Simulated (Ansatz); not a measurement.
**SnH2 (SMILES [H][Sn][H]) at 6 levels**

We compute a comparison of 6 runs (BLYP/STO-3G, SVWN5/STO-3G, UPBE/STO-3G, UPBE0/STO-3G, MP2/STO-3G, CCSDTQ/STO-3G) of SnH2. 

The results are computed with Ansatz 0.2.0.

32 further runs of the same task are left out: 2 that didn't finish, 30 set aside as unsound or not needed.

## Step 1: Starting point

SnH2 has 3 atoms, charge 0, and is taken as a singlet. SMILES: `[H][Sn][H]`. The H2–Sn1 distance was set to 4.500 Å, away from the relaxed value. At this shape a bond of the SMILES string is far longer than usual.

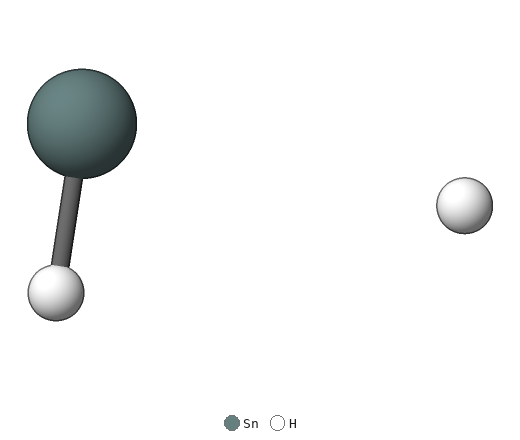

The structure, seen from a chosen angle (tin teal, hydrogen white).

## Step 2: A single-point energy at BLYP/STO-3G (run 1)

Contents of job.yaml:

```yaml
crystal:
  periodic: [false, false, false]
  atoms:
    - {symbol: Sn, position_ang: [-1.841808, 0.004505, -2.839377]}
    - {symbol: H, position_ang: [1.236480, -0.017770, 0.442810]}
    - {symbol: H, position_ang: [-3.088608, 0.039995, -1.542047]}
basis:
  gaussian: {orbitals: STO-3G}
hamiltonian: {xc: {name: BLYP}}
accuracy: high
```

Run with:

```
$ ansatz run job.yaml --threads 1 --pin off --max-ram 2610MiB --events-out events.jsonl --progress --plain --runs-dir runs
```

The program printed:

```text
Warning: RAYON_NUM_THREADS=1 ignored (pool sized by the plan → 1); use --threads N
Functional definition: BLYP
  name "BLYP"
  parameter beta = 0.0042
  parameter a = 0.04918
  parameter b = 0.132
  parameter c = 0.2533
  parameter d = 0.349
  exchange = b88_x(beta = beta)
  correlation = lyp_c(a = a, b = b, c = c, d = d)
485 factors; integrals over basis functions are off by at most 5.0e-9 eV
mean field evaluation 1: about -162337.5822 eV, gradient 1.1e1 eV
mean field evaluation 2: about -162329.0481 eV, gradient 1.9e1 eV
mean field evaluation 4: about -162337.9664 eV, gradient 6.7e0 eV
mean field evaluation 8: about -162337.9447 eV, gradient 6.7e0 eV
mean field evaluation 16: about -162345.2291 eV, gradient 1.2e-9 eV
mean field evaluation 32: about -162341.4870 eV, gradient 2.3e1 eV
mean field -162345.22906269 eV, -5966.0771265054 hartree, gradient 4.8e-8 eV, S^2 0.000000; 1 other end points of the search recorded, 0 dependent functions left out
reference -162345.22910271 eV, -5966.0771279761 hartree; 26, 26 occupied and 3, 3 virtual orbitals, 485 factors
Total energy: -162345.22910271 eV, -5966.0771279761 hartree
```

It took 1.7 s on 1 thread of Arm Neoverse V1, shared host.

## Step 3: A single-point energy at SVWN5/STO-3G (run 2)

job.yaml, as its differences from that of step 2:

```diff
@@ -8,3 +8,3 @@
   gaussian: {orbitals: STO-3G}
-hamiltonian: {xc: {name: BLYP}}
+hamiltonian: {xc: {name: SVWN5}}
 accuracy: high
```

Run with:

```
$ ansatz run job.yaml --threads 1 --pin off --max-ram 2610MiB --events-out events.jsonl --progress --plain --runs-dir runs
```

The program printed:

```text
Warning: RAYON_NUM_THREADS=1 ignored (pool sized by the plan → 1); use --threads N
Functional definition: SVWN5
  name "SVWN5"
  exchange = slater_x
  correlation = vwn5_c
485 factors; integrals over basis functions are off by at most 5.0e-9 eV
mean field evaluation 1: about -162183.4486 eV, gradient 9.7e0 eV
mean field evaluation 2: about -162176.7520 eV, gradient 1.7e1 eV
mean field evaluation 4: about -162183.7020 eV, gradient 7.5e0 eV
mean field evaluation 8: about -162183.8551 eV, gradient 8.6e0 eV
mean field evaluation 16: about -162191.5587 eV, gradient 1.8e-7 eV
mean field evaluation 32: about -162191.5401 eV, gradient 1.1e-1 eV
mean field -162191.55867654 eV, -5960.4298439759 hartree, gradient 1.5e-9 eV, S^2 0.000000; 1 other end points of the search recorded, 0 dependent functions left out
reference -162191.55867845 eV, -5960.4298440460 hartree; 26, 26 occupied and 3, 3 virtual orbitals, 485 factors
Total energy: -162191.55867845 eV, -5960.4298440460 hartree
```

Wall time 1.2 s (1 thread of Arm Neoverse V1, shared host).

Run 3 isn't shown in full; the table further down has it.

## Step 4: The energy at UPBE0/STO-3G (run 4)

Contents of molecule.yaml:

```yaml
crystal:
  periodic: [false, false, false]
  atoms:
    - {symbol: Sn, position_ang: [-1.841808, 0.004505, -2.839377]}
    - {symbol: H, position_ang: [1.236480, -0.017770, 0.442810]}
    - {symbol: H, position_ang: [-3.088608, 0.039995, -1.542047]}
basis:
  gaussian:
    orbitals: STO-3G
hamiltonian:
  xc: pbe0
magnetization:
  spin_polarized: true
  initial_magnetization: 0
accuracy: high
```

Run with:

```
$ ansatz run molecule.yaml --threads 1 --pin off --max-ram 2610MiB --events-out events.jsonl --progress --plain --runs-dir runs
```

The program printed:

```text
Warning: RAYON_NUM_THREADS=1 ignored (pool sized by the plan → 1); use --threads N
Functional definition: PBE0
  name "PBE0"
  parameter a = 0.25
  parameter kappa = 0.804
  parameter beta = 0.06672455060314922
  exchange = (1 - a)*pbe_x(kappa = kappa, mu = beta*pi^2/3) + a*exact_x
  correlation = pbe_c(beta = beta)
485 factors; integrals over basis functions are off by at most 5.0e-9 eV
mean field evaluation 1: about -162333.8780 eV, gradient 6.2e0 eV
mean field evaluation 2: about -162326.5706 eV, gradient 9.7e0 eV
mean field evaluation 4: about -162333.9643 eV, gradient 5.0e0 eV
mean field evaluation 8: about -162334.0362 eV, gradient 4.5e0 eV
mean field evaluation 16: about -162341.1734 eV, gradient 3.2e0 eV
mean field evaluation 32: about -162342.7296 eV, gradient 3.4e0 eV
mean field evaluation 64: about -162342.8716 eV, gradient 1.6e-1 eV
mean field -162342.87256245 eV, -5965.9905267187 hartree, gradient 9.6e-9 eV, S^2 1.000850; 4 other end points of the search recorded, 0 dependent functions left out
reference -162342.87256411 eV, -5965.9905267799 hartree; 26, 26 occupied and 3, 3 virtual orbitals, 485 factors
Total energy: -162342.87256411 eV, -5965.9905267799 hartree
```

Wall time 14 s (1 thread of Arm Neoverse V1, shared host); peak memory 0.16 GiB.

Run 5 isn't shown in full; the table further down has it.

## Step 5: The energy at CCSDTQ/STO-3G (run 6)

Contents of input.yaml:

```yaml
crystal:
  periodic: [false, false, false]
  atoms:
    - {symbol: Sn, position_ang: [-1.841808, 0.004505, -2.839377]}
    - {symbol: H, position_ang: [1.236480, -0.017770, 0.442810]}
    - {symbol: H, position_ang: [-3.088608, 0.039995, -1.542047]}
basis:
  gaussian:
    orbitals: STO-3G
correlation:
  method: ccsdtq
  frozen_orbitals: {H: 0, Sn: 18}
accuracy: high
scf:
  omitted_lower_state_checks: [cluster_reference, increment]
```

Run with:

```
$ ansatz run input.yaml --threads 1 --pin off --max-ram 2610MiB --events-out events.jsonl --progress --plain --runs-dir runs
```

The program printed (excerpt; [...] marks lines left out):

```text
Warning: RAYON_NUM_THREADS=1 ignored (pool sized by the plan → 1); use --threads N
Functional definition: HF
  name "HF"
[...]
485 factors; integrals over basis functions are off by at most 5.0e-9 eV
[...]
mean field -162290.02808743 eV, -5964.0485280812 hartree, gradient 5.7e-8 eV, S^2 0.000000; 8 other end points of the search recorded, 0 dependent functions left out; unrestricted orbitals would lower it
18 core orbitals not correlated: weight in the atoms' cores, before any rotation towards them, 1.000 or more for the frozen orbitals, at most 0.000 for the correlated occupied ones
reference -162290.02808743 eV, -5964.0485280812 hartree; 8, 8 occupied and 3, 3 virtual orbitals, 485 factors
second order -5.08891027 eV of doubles, -0.00000000 eV of singles
cycle   1  -2.37273896 eV  change    -1.1e0 eV  update   1.6e-1
[...]
cycle  39  -6.38277583 eV  change   7.8e-10 eV  update  5.2e-10
WARN: these amplitudes may be one of several solutions (largest doubles amplitude 1.06, level shift 13.23 eV)
Total energy: -162296.41086326 eV, -5964.2830907665 hartree
Checks for a lower state left out: cluster_reference, increment
```

Wall time 11 s (1 thread of Arm Neoverse V1, shared host); peak memory 0.38 GiB.

## Step 6: The series

```csv
run,level,frozen core orbitals,energy (Eh),wall time
1,BLYP/STO-3G,–,-5966.077128,1.7 s
2,SVWN5/STO-3G,–,-5960.429844,1.2 s
3,UPBE/STO-3G,–,-5965.650480,19 s
4,UPBE0/STO-3G,–,-5965.990527,14 s
5,MP2/STO-3G,18,-5964.235542,1.2 s
6,CCSDTQ/STO-3G,18,-5964.283091,11 s
```

## Step 7: What came out

```
                                           quantity           value
                                run 6: total energy  -5964.28309 Eh
run 6: correlation energy (18 core orbitals frozen)      -234.6 mEh
                               run 6: T1 diagnostic           0.076
```

Totals of different functionals can't be ranked against each other. In runs 5, 6 the log says that unrestricted orbitals would lower the reference, so the values rest on an unstable closed-shell determinant (other closed-shell runs at this shape may share the fault). In runs 1, 2, 3, 4, 5, 6 the basis is minimal, so the values are rough. In runs 1, 2, 5 a closed-shell determinant meets a far-stretched bond, which it describes badly. In runs 1, 2, 3, 4, 5, 6 relativity is left out where basis or elements ask for it. Spin contamination of the reference: run 4 ⟨S²⟩ = 1.00, run 3 ⟨S²⟩ = 1.00. Where it is this large, the reference is a mixture of spin states, and values that rest on it are in doubt. All runs together took 47 s, the longest 19 s.
